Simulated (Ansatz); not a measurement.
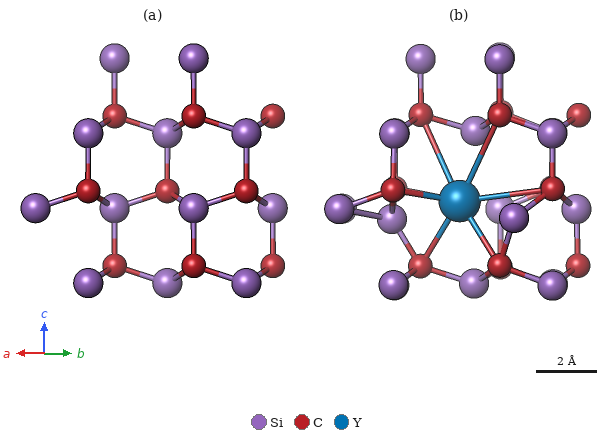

Left: perfect SiC. Right: the same region with one point defect, after relaxing the atoms in a supercell of 48 sites. A ball-and-stick model of the atoms within 5.0 Å of one point, in a slice 5.0 Å thick across the line of sight, seen along [110].

The calculation used Ansatz, DFT, PBE, plane-wave PAW, default files, scalar-relativistic. (plane-wave cutoff 420 eV; k-point mesh 4 × 3 × 2; occupations fermi dirac; smearing width 0.01 eV; collinear spin) The axes drawn are those of the host's conventional cell.

What kind of defect was made?

A carbon atom is replaced by yttrium.

The charge state of the cell is 0.

What does the relaxation do around it?

In the host the C atom has 4 Si at 1.87 to 1.94 Å; the Y atom ends with 4 C at 2.42 to 2.67 Å, 5 Si at 2.48 to 2.79 Å. Of the host's atoms, a silicon atom moves furthest from its site, by 1.03 Å. The Y atom itself moves 0.95 Å from where it was put. The cell ends without a net magnetic moment.

Limits of the set-up: the periodic images lie only 6.2 Å apart, so the values are limited by the cell's size.
